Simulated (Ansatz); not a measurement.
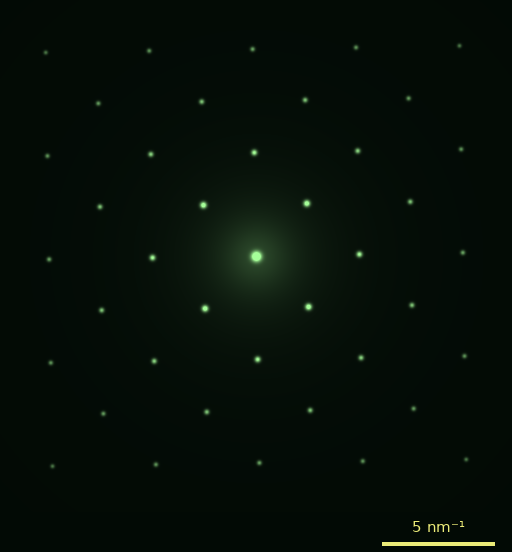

Kinematic zone-axis pattern, calculated for 200 keV electrons with B = 0.5 Å².

Describe the geometry of this pattern.

The spots form a square net with both shortest vectors at d = 3.04 Å, 90.0° apart.

What is the point symmetry of the pattern, intensities included?

4mm. A fourfold pattern needs a tetragonal or cubic crystal seen along a 4 or -4 axis.

What was simulated?

This cannot be fixed from one zone alone; the pattern is [001] of Sr, space group Fm-3m (No. 225), a = 6.08 Å. The net vectors are 2 0 0 and 0 2 0. Structure: the input geometry of an electronic-structure calculation (not necessarily at equilibrium).
